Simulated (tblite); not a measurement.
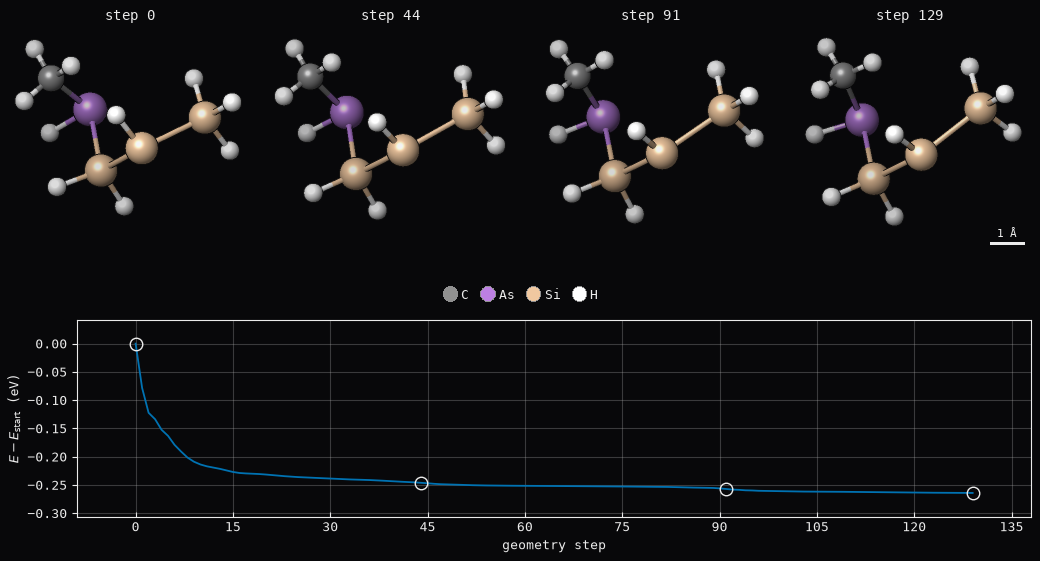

Frames of a relaxation of CH$_{10}$AsSi$_{3}$ (multiplicity 2), marked on the history of the run. A ball-and-stick model, seen at a tilt.

The calculation used GFN2-xTB geometry optimisation, gas phase (tblite). 

**What happens along the run?**

An H atom moves most after the best rigid fit: 0.78 Å. By element the largest moves are H 0.78 Å, As 0.43 Å, C 0.38 Å, Si 0.34 Å. Some distances before and after: Si–Si 2.222 → 2.301 Å, Si–Si 2.240 → 2.313 Å, As–H 1.568 → 1.511 Å, C–H 1.119 → 1.090 Å. Bond angles that change, for instance: Si–Si–Si 108.5° → 119.9°, Si–Si–H 109.4° → 116.5°, H–Si–H 109.7° → 104.8°. The energy falls by 0.264 eV in 129 geometry steps. From step 0 to 44: an H atom moves most (0.30 Å), energy −0.246 eV. From step 44 to 91: an H atom moves most (0.46 Å), energy −0.011 eV. From step 91 to 129: an H atom moves most (0.26 Å), energy −0.007 eV.

| step | E − E(0), eV |
| --- | --- |
| 0 | 0.0000 |
| 1 | -0.0783 |
| 2 | -0.1223 |
| 3 | -0.1336 |
| 4 | -0.1523 |
| 5 | -0.1631 |
| 6 | -0.1790 |
| 7 | -0.1907 |
| 8 | -0.2015 |
| 9 | -0.2088 |
| 10 | -0.2137 |
| 16 | -0.2287 |
| 23 | -0.2344 |
| 29 | -0.2379 |
| 35 | -0.2408 |
| 41 | -0.2442 |
| 48 | -0.2489 |
| 54 | -0.2508 |
| 60 | -0.2514 |
| 66 | -0.2518 |
| 73 | -0.2524 |
| 79 | -0.2531 |
| 85 | -0.2543 |
| 91 | -0.2571 |
| 98 | -0.2606 |
| 104 | -0.2616 |
| 110 | -0.2621 |
| 116 | -0.2628 |
| 123 | -0.2636 |
| 129 | -0.2640 |
